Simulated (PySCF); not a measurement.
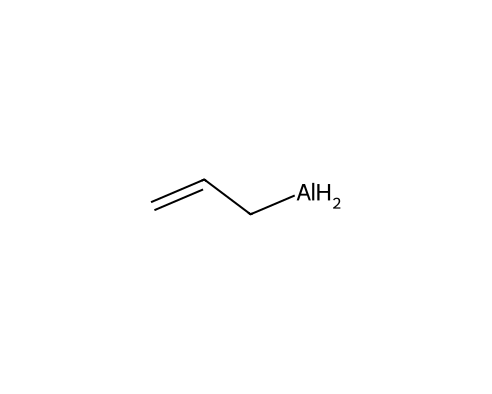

Structural formula above. Computed geometry: PBE0-D3(BJ)/def2-SVP optimisation. No frequency run is at hand to confirm it as a minimum.

What does the molecule look like in three dimensions?

Formula C3H7Al. SMILES: `C=C[CH2][AlH2]`. Among its groups: alkene. Coordination: 2 C trigonal planar; 1 C tetrahedral; 1 Al trigonal planar.

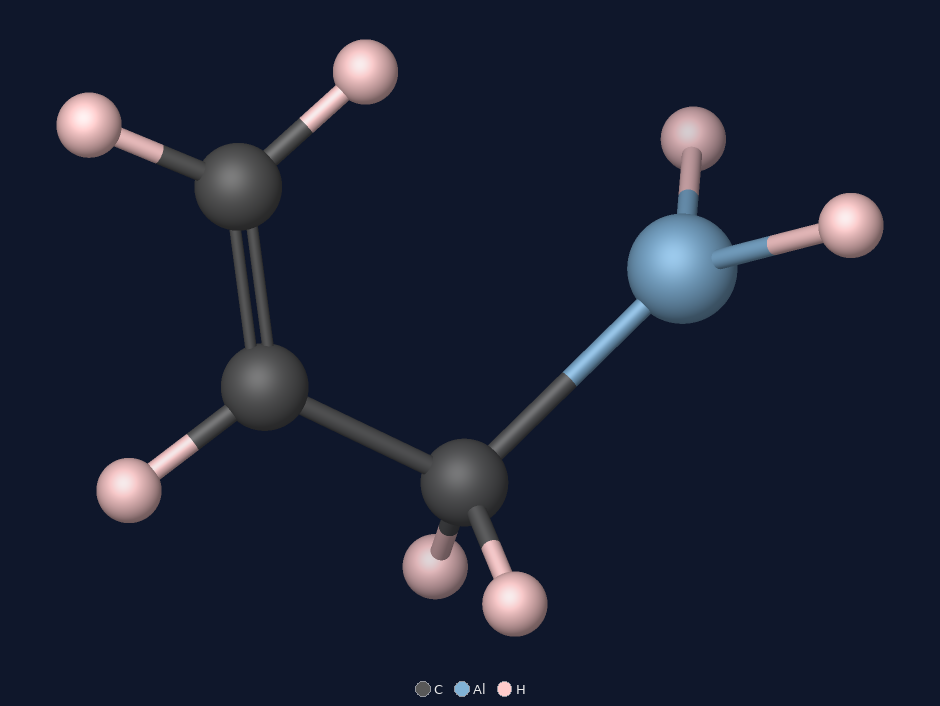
